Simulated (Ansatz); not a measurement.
Take La2O3 (space group P-3m1, No. 164; a = 3.935 Å, c = 6.126 Å) as the base.

Modification: Te takes the place of O on all its sites, then cell and atoms are relaxed.

Level of theory: r2SCAN (Ansatz, an electronic-structure program), spin-orbit coupling left out, earlier PAW set.

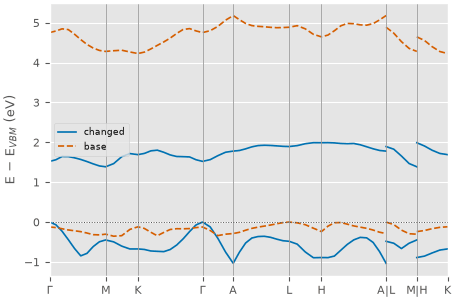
Fig. 1. Highest valence and lowest conduction band along the path, each from its own valence-band maximum

Q: From the figure, how large is the changed gap, and is it direct?

A: About 1.39 eV, indirect, Γ → M.

With Te present, leaving out spin-orbit coupling can change the band edges. No phonon test of stability was made. As relaxed here, La2Te3 is a hypothetical phase, not in the database extracts checked.
